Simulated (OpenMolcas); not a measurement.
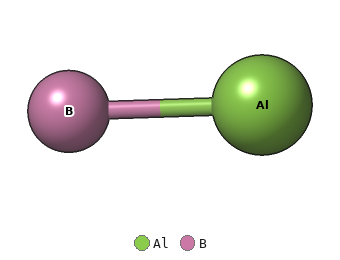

The molecule at the reference distance of 2.041 Å.

# Relativistic diatomic calculation: AlB (part 1 of 2)

- system: AlB.
- method: SA-CASSCF(6,8)/XMS-CASPT2 + RASSI spin-orbit (X2C scalar, AMFI), ANO-RCC-VTZP (OpenMolcas)

### The input
```
&GATEWAY
Coord
2
angstrom
Al 0.0 0.0 0.0
B 0.0 0.0 2.0410
Basis=ANO-RCC-VTZP
Group=XY
RX2C
AMFI
ANGMom
0.0 0.0 0.0
RICD
&SEWARD
&GUESSORB
&RASSCF
FileOrb=$CurrDir/o31.orb
Symmetry=1
Spin=3
nActEl=6 0 0
Inactive=4 2
RAS2=4 4
CIRoot=5 5 1
Linear
Iterations=120 100
OrbListing=Nothing
PRWF=0.15
>>COPY $Project.RasOrb $CurrDir/o31.orb
>>COPY $Project.rasscf.h5 $CurrDir/r31.h5
&CASPT2
XMultistate=all
Imaginary=0.2
IPEA=0.25
MaxIter=40
>>COPY $Project.JobMix JOB001
&RASSCF
FileOrb=$CurrDir/o32.orb
Symmetry=2
Spin=3
nActEl=6 0 0
Inactive=4 2
RAS2=4 4
CIRoot=6 6 1
Linear
Iterations=120 100
OrbListing=Nothing
PRWF=0.15
>>COPY $Project.RasOrb $CurrDir/o32.orb
>>COPY $Project.rasscf.h5 $CurrDir/r32.h5
&CASPT2
XMultistate=all
Imaginary=0.2
IPEA=0.25
MaxIter=40
>>COPY $Project.JobMix JOB002
&RASSCF
FileOrb=$CurrDir/o11.orb
Symmetry=1
Spin=1
nActEl=6 0 0
Inactive=4 2
RAS2=4 4
CIRoot=5 5 1
Linear
Iterations=120 100
OrbListing=Nothing
PRWF=0.15
>>COPY $Project.RasOrb $CurrDir/o11.orb
>>COPY $Project.rasscf.h5 $CurrDir/r11.h5
&CASPT2
XMultistate=all
Imaginary=0.2
IPEA=0.25
MaxIter=40
>>COPY $Project.JobMix JOB003
&RASSCF
FileOrb=$CurrDir/o51.orb
Symmetry=1
Spin=5
nActEl=6 0 0
Inactive=4 2
RAS2=4 4
CIRoot=1 1 1
Linear
Iterations=120 100
OrbListing=Nothing
PRWF=0.15
>>COPY $Project.RasOrb $CurrDir/o51.orb
>>COPY $Project.rasscf.h5 $CurrDir/r51.h5
&CASPT2
XMultistate=all
Imaginary=0.2
IPEA=0.25
MaxIter=40
>>COPY $Project.JobMix JOB004
&RASSCF
FileOrb=$CurrDir/o12.orb
Symmetry=2
Spin=1
nActEl=6 0 0
Inactive=4 2
RAS2=4 4
CIRoot=2 2 1
Linear
Iterations=120 100
OrbListing=Nothing
PRWF=0.15
>>COPY $Project.RasOrb $CurrDir/o12.orb
>>COPY $Project.rasscf.h5 $CurrDir/r12.h5
&CASPT2
XMultistate=all
Imaginary=0.2
IPEA=0.25
MaxIter=40
>>COPY $Project.JobMix JOB005
&RASSI
Nr of JobIphs=5 5 6 5 1 2
1 2 3 4 5
1 2 3 4 5 6
1 2 3 4 5
1
1 2
SpinOrbit
EJob
Omega
MEES
MESO
Properties=4
'AngMom' 3 'Mltpl  1' 1 'Mltpl  1' 2 'Mltpl  1' 3
Thrs=1.0d-4
>>COPY $Project.rassi.h5 $CurrDir/so.h5
```

The first orbital files come from an earlier step.

Hardware: 1 thread of Intel Xeon (Granite Rapids), 96 GiB of memory available, shared host.

Launched with:
```bash
pymolcas m.inp (one call a module block, same work directory)
```

### Output (extracts)
```
++    Wave function specifications:
      Number of closed shell electrons          12
      Number of electrons in active shells       6
      Number of inactive orbitals                6
      Number of active orbitals                  8
      Number of secondary orbitals              50
      Spin quantum number                      1.0
      State symmetry                             1
++    Orbital specifications:
      Symmetry species                           1   2
                                                 a   b
      Frozen orbitals                            0   0
      Inactive orbitals                          4   2
      Active orbitals                            4   4
      RAS2 orbitals                              4   4
      Secondary orbitals                        26  24
      Number of basis functions                 34  30
      printout of CI-coefficients larger than  0.15 for root  1
      energy=    -266.959779
      conf/sym  1111 2222     Coeff  Weight
           108  0202 00uu  -0.23508 0.05526
           126  0022 00uu   0.89740 0.80532
      printout of CI-coefficients larger than  0.15 for root  2
      energy=    -266.883265
      conf/sym  1111 2222     Coeff  Weight
           122  0022 u0u0   0.29321 0.08597
           125  0022 0u0u   0.29321 0.08597
           353  0uu2 ud00   0.15518 0.02408
           359  0uu2 0020   0.16802 0.02823
           362  0uu2 00du  -0.45571 0.20767
           365  0uu2 00ud  -0.64447 0.41535
           366  0uu2 0002  -0.16802 0.02823
      printout of CI-coefficients larger than  0.15 for root  3
      energy=    -266.883265
      conf/sym  1111 2222     Coeff  Weight
           123  0022 0uu0  -0.29321 0.08597
           124  0022 u00u   0.29321 0.08597
           359  0uu2 0020   0.55813 0.31151
           365  0uu2 00ud   0.19401 0.03764
           366  0uu2 0002  -0.55813 0.31151
      printout of CI-coefficients larger than  0.15 for root  4
      energy=    -266.876024
      conf/sym  1111 2222     Coeff  Weight
           120  0ud2 00uu  -0.37526 0.14082
           122  0022 u0u0   0.32622 0.10642
           125  0022 0u0u  -0.32622 0.10642
           362  0uu2 00du   0.58705 0.34462
           365  0uu2 00ud  -0.41511 0.17231
      printout of CI-coefficients larger than  0.15 for root  5
      energy=    -266.875378
      conf/sym  1111 2222     Coeff  Weight
           123  0022 0uu0  -0.34117 0.11639
           124  0022 u00u  -0.34117 0.11639
           351  0uu2 2000  -0.15558 0.02421
           354  0uu2 0200  -0.15558 0.02421
           359  0uu2 0020   0.55432 0.30727
           366  0uu2 0002   0.55431 0.30726
      Natural orbitals and occupation numbers for root  1
      sym 1:   0.021642   0.196659   1.766296   1.955704
      sym 2:   0.063650   0.063650   0.966200   0.966200
      Natural orbitals and occupation numbers for root  2
      sym 1:   0.021867   0.830578   1.162508   1.952431
      sym 2:   0.181984   0.181985   0.834323   0.834324
      Natural orbitals and occupation numbers for root  3
      sym 1:   0.021867   0.830578   1.162508   1.952431
      sym 2:   0.181985   0.181984   0.834323   0.834324
      Natural orbitals and occupation numbers for root  4
      sym 1:   0.030575   0.779634   1.211964   1.931292
      sym 2:   0.165715   0.165716   0.857551   0.857552
      Natural orbitals and occupation numbers for root  5
      sym 1:   0.023889   0.791281   1.198062   1.939805
      sym 2:   0.213143   0.213141   0.810340   0.810338
      RASSCF energy for state  5                   -266.87537787
::    RASSCF root number  1 Total energy:   -266.95977884
::    RASSCF root number  2 Total energy:   -266.88326488
::    RASSCF root number  3 Total energy:   -266.88326488
::    RASSCF root number  4 Total energy:   -266.87602365
::    RASSCF root number  5 Total energy:   -266.87537787
      Von Neumann Entropy (Root   1) =  1.92032
++    Wave function specifications:
      Number of closed shell electrons           6
      Number of electrons in active shells       6
      Number of inactive orbitals                3
      Number of active orbitals                  8
      Number of secondary orbitals              50
      Spin quantum number                      1.0
      State symmetry                             1
      Number of CSFs                           744
      Number of CASSCF root(s) available         5
      CASPT2 state passed to geometry opt.       5
      A file JOBMIX will be created
      This is a MULTI-STATE CASSCF reference
      Number of CI roots used                    5
      These are:                                 1   2   3   4   5
      Off-diagonal elements of Heff are computed
  FINAL CASPT2 RESULT:
      Reference energy:        -266.9597788356
      E2 (Non-variational):      -0.2395619373
      Shift correction:          -0.0015211802
      E2 (Variational):          -0.2410831175
      Total energy:            -267.2008619531
      Reference weight:           0.94771
  FINAL CASPT2 RESULT:
      Reference energy:        -266.8832648789
      E2 (Non-variational):      -0.2358290322
      Shift correction:          -0.0016507525
      E2 (Variational):          -0.2374797848
      Total energy:            -267.1207446637
      Reference weight:           0.94853
  FINAL CASPT2 RESULT:
      Reference energy:        -266.8832648789
      E2 (Non-variational):      -0.2358101771
      Shift correction:          -0.0016522897
      E2 (Variational):          -0.2374624667
      Total energy:            -267.1207273457
      Reference weight:           0.94853
  FINAL CASPT2 RESULT:
      Reference energy:        -266.8760236500
      E2 (Non-variational):      -0.2392187286
      Shift correction:          -0.0017937670
      E2 (Variational):          -0.2410124956
      Total energy:            -267.1170361456
      Reference weight:           0.94611
  FINAL CASPT2 RESULT:
      Reference energy:        -266.8753778689
      E2 (Non-variational):      -0.2335774493
      Shift correction:          -0.0016225324
      E2 (Variational):          -0.2351999816
      Total energy:            -267.1105778505
      Reference weight:           0.95020
       Total XMS-CASPT2 energies:
::    XMS-CASPT2 Root  1     Total energy:   -267.20148967
::    XMS-CASPT2 Root  2     Total energy:   -267.12074512
::    XMS-CASPT2 Root  3     Total energy:   -267.12072689
::    XMS-CASPT2 Root  4     Total energy:   -267.11640845
::    XMS-CASPT2 Root  5     Total energy:   -267.11057784
++    Wave function specifications:
      Number of closed shell electrons          12
      Number of electrons in active shells       6
      Number of inactive orbitals                6
      Number of active orbitals                  8
      Number of secondary orbitals              50
      Spin quantum number                      1.0
      State symmetry                             2
      printout of CI-coefficients larger than  0.15 for root  1
      energy=    -266.945945
      conf/sym  1111 2222     Coeff  Weight
            66  02u2 0u00  -0.15340 0.02353
            79  0u22 00u0  -0.87364 0.76325
            80  0u22 000u  -0.27641 0.07640
      printout of CI-coefficients larger than  0.15 for root  2
      energy=    -266.945945
      conf/sym  1111 2222     Coeff  Weight
            65  02u2 u000  -0.15340 0.02353
            79  0u22 00u0   0.27641 0.07640
            80  0u22 000u  -0.87364 0.76325
      printout of CI-coefficients larger than  0.15 for root  3
      energy=    -266.864390
      conf/sym  1111 2222     Coeff  Weight
            67  02u2 00u0   0.44403 0.19717
            78  0u22 0u00   0.31514 0.09931
           570  00u2 002u  -0.16465 0.02711
           576  00u2 00u2  -0.70792 0.50115
      printout of CI-coefficients larger than  0.15 for root  4
      energy=    -266.864390
      conf/sym  1111 2222     Coeff  Weight
            68  02u2 000u   0.44403 0.19717
            77  0u22 u000   0.31514 0.09931
           570  00u2 002u   0.70792 0.50115
           576  00u2 00u2  -0.16465 0.02711
      printout of CI-coefficients larger than  0.15 for root  5
      energy=    -266.852106
      conf/sym  1111 2222     Coeff  Weight
            67  02u2 00u0   0.54265 0.29447
            78  0u22 0u00   0.49610 0.24611
           555  00u2 20u0   0.15821 0.02503
           576  00u2 00u2   0.50008 0.25008
      printout of CI-coefficients larger than  0.15 for root  6
      energy=    -266.852106
      conf/sym  1111 2222     Coeff  Weight
            68  02u2 000u  -0.54265 0.29447
            77  0u22 u000  -0.49610 0.24611
           565  00u2 020u  -0.15821 0.02503
           570  00u2 002u   0.50008 0.25008
      Natural orbitals and occupation numbers for root  1
      sym 1:   0.020997   1.010972   1.860950   1.950593
      sym 2:   0.044055   0.071894   0.976041   0.064498
      Natural orbitals and occupation numbers for root  2
      sym 1:   0.020997   1.010972   1.860950   1.950593
      sym 2:   0.071894   0.044055   0.064498   0.976041
      Natural orbitals and occupation numbers for root  3
      sym 1:   0.019128   0.614972   1.107868   1.914246
      sym 2:   0.118678   0.165589   0.862824   1.196695
      Natural orbitals and occupation numbers for root  4
      sym 1:   0.019128   0.614972   1.107868   1.914246
      sym 2:   0.165589   0.118678   1.196695   0.862824
      Natural orbitals and occupation numbers for root  5
      sym 1:   0.021105   0.972376   1.303060   1.899479
      sym 2:   0.093491   0.315858   0.735357   0.659273
      Natural orbitals and occupation numbers for root  6
      sym 1:   0.021105   0.972376   1.303060   1.899479
      sym 2:   0.315858   0.093491   0.659273   0.735357
      RASSCF energy for state  6                   -266.85210622
::    RASSCF root number  1 Total energy:   -266.94594550
::    RASSCF root number  2 Total energy:   -266.94594550
::    RASSCF root number  3 Total energy:   -266.86438990
::    RASSCF root number  4 Total energy:   -266.86438990
::    RASSCF root number  5 Total energy:   -266.85210622
::    RASSCF root number  6 Total energy:   -266.85210622
      Von Neumann Entropy (Root   1) =  1.65707
++    Wave function specifications:
      Number of closed shell electrons           6
      Number of electrons in active shells       6
      Number of inactive orbitals                3
      Number of active orbitals                  8
      Number of secondary orbitals              50
      Spin quantum number                      1.0
      State symmetry                             2
      Number of CSFs                           768
      Number of CASSCF root(s) available         6
      CASPT2 state passed to geometry opt.       6
      A file JOBMIX will be created
      This is a MULTI-STATE CASSCF reference
      Number of CI roots used                    6
      These are:                                 1   2   3   4   5   6
      Off-diagonal elements of Heff are computed
  FINAL CASPT2 RESULT:
      Reference energy:        -266.9459454980
      E2 (Non-variational):      -0.2447368525
      Shift correction:          -0.0017871534
      E2 (Variational):          -0.2465240059
      Total energy:            -267.1924695039
      Reference weight:           0.94359
  FINAL CASPT2 RESULT:
      Reference energy:        -266.9459454980
      E2 (Non-variational):      -0.2447368524
      Shift correction:          -0.0017871534
      E2 (Variational):          -0.2465240058
      Total energy:            -267.1924695038
      Reference weight:           0.94359
  FINAL CASPT2 RESULT:
      Reference energy:        -266.8643899027
      E2 (Non-variational):      -0.2412756423
      Shift correction:          -0.0021185233
      E2 (Variational):          -0.2433941656
      Total energy:            -267.1077840684
      Reference weight:           0.94114
  FINAL CASPT2 RESULT:
      Reference energy:        -266.8643899023
      E2 (Non-variational):      -0.2412756425
      Shift correction:          -0.0021185234
      E2 (Variational):          -0.2433941658
      Total energy:            -267.1077840682
      Reference weight:           0.94114
  FINAL CASPT2 RESULT:
      Reference energy:        -266.8521062244
      E2 (Non-variational):      -0.2423131175
      Shift correction:          -0.0020970863
      E2 (Variational):          -0.2444102038
      Total energy:            -267.0965164282
      Reference weight:           0.94333
  FINAL CASPT2 RESULT:
      Reference energy:        -266.8521062242
      E2 (Non-variational):      -0.2423131179
      Shift correction:          -0.0020970864
      E2 (Variational):          -0.2444102043
      Total energy:            -267.0965164285
      Reference weight:           0.94333
       Total XMS-CASPT2 energies:
::    XMS-CASPT2 Root  1     Total energy:   -267.19257550
::    XMS-CASPT2 Root  2     Total energy:   -267.19257550
::    XMS-CASPT2 Root  3     Total energy:   -267.11008798
::    XMS-CASPT2 Root  4     Total energy:   -267.11008798
::    XMS-CASPT2 Root  5     Total energy:   -267.09410653
::    XMS-CASPT2 Root  6     Total energy:   -267.09410653
++    Wave function specifications:
      Number of closed shell electrons          12
      Number of electrons in active shells       6
      Number of inactive orbitals                6
      Number of active orbitals                  8
      Number of secondary orbitals              50
      Spin quantum number                      0.0
      State symmetry                             1
      printout of CI-coefficients larger than  0.15 for root  1
      energy=    -266.934866
      conf/sym  1111 2222     Coeff  Weight
           179  0202 00ud   0.17477 0.03054
           206  0022 0020  -0.42695 0.18229
           209  0022 00ud  -0.66616 0.44376
           210  0022 0002   0.42695 0.18229
      printout of CI-coefficients larger than  0.15 for root  2
      energy=    -266.934866
      conf/sym  1111 2222     Coeff  Weight
           179  0202 00ud   0.15841 0.02509
           206  0022 0020   0.47104 0.22188
           209  0022 00ud  -0.60380 0.36458
           210  0022 0002  -0.47104 0.22188
      printout of CI-coefficients larger than  0.15 for root  3
      energy=    -266.927745
      conf/sym  1111 2222     Coeff  Weight
            10  0222 0000   0.23697 0.05616
           206  0022 0020  -0.61061 0.37285
           210  0022 0002  -0.61061 0.37285
      printout of CI-coefficients larger than  0.15 for root  4
      energy=    -266.897215
      conf/sym  1111 2222     Coeff  Weight
            10  0222 0000   0.89644 0.80360
           176  0202 0020  -0.16336 0.02668
           180  0202 0002  -0.16335 0.02668
      printout of CI-coefficients larger than  0.15 for root  5
      energy=    -266.873653
      conf/sym  1111 2222     Coeff  Weight
           175  0202 0ud0   0.21482 0.04615
           177  0202 u00d   0.21482 0.04615
           205  0022 0ud0  -0.54889 0.30128
           207  0022 u00d  -0.54889 0.30128
           300  0uu2 00dd   0.47512 0.22574
      Natural orbitals and occupation numbers for root  1
      sym 1:   0.015627   0.196237   1.770301   1.956341
      sym 2:   0.089574   0.089574   0.941171   0.941175
      Natural orbitals and occupation numbers for root  2
      sym 1:   0.015627   0.196237   1.770301   1.956341
      sym 2:   0.089574   0.089574   0.941172   0.941175
      Natural orbitals and occupation numbers for root  3
      sym 1:   0.014620   0.278286   1.771822   1.944151
      sym 2:   0.092899   0.092898   0.902665   0.902660
      Natural orbitals and occupation numbers for root  4
      sym 1:   0.020446   1.832245   1.819929   1.941933
      sym 2:   0.061583   0.061583   0.131141   0.131141
      Natural orbitals and occupation numbers for root  5
      sym 1:   0.018346   0.462128   1.515865   1.956515
      sym 2:   0.400796   0.400791   0.622777   0.622781
      RASSCF energy for state SPIN-FREE ENERGIES:
  (Shifted by EMIN (a.u.) =       -267.2014896662)
 SF State       Relative EMIN(au)   Rel lowest level(eV)    D:o, cm**(-1)      Abs_M
     1             0.0000000000        0.0000000000              0.0000         0.0
     6             0.0089141707        0.2425669414           1956.4343         1.0
     7             0.0089141707        0.2425669414           1956.4343         1.0
    12             0.0203793597        0.5545506295           4472.7525         2.0
    13             0.0205427832        0.5589976075           4508.6198         2.0
    14             0.0291838815        0.7941338721           6405.1216         0.0
    18             0.0334820343        0.9110925672           7348.4571         1.0
    19             0.0334820343        0.9110925672           7348.4571         1.0
    17             0.0413546653        1.1253177715           9076.2999         0.0
    15             0.0530622258        1.4438967200          11645.8124         0.0
     2             0.0807445446        2.1971709891          17721.3792         2.0
     3             0.0807627785        2.1976671588          17725.3810         2.0
     4             0.0850812205        2.3151779540          18673.1695         0.0
    16             0.0853524785        2.3225592596          18732.7038         0.0
     5             0.0909118290        2.4738368941          19952.8402         0.0
     9             0.0914016870        2.4871666086          20060.3516         1.0
     8             0.0914016870        2.4871666086          20060.3516         1.0
    10             0.1073831405        2.9220441117          23567.8752         1.0
    11             0.1073831405        2.9220441117          23567.8752         1.0
```

(Continued in part 2.) Outcome of the run: converged; components of a degenerate state are split by 36 cm⁻¹.
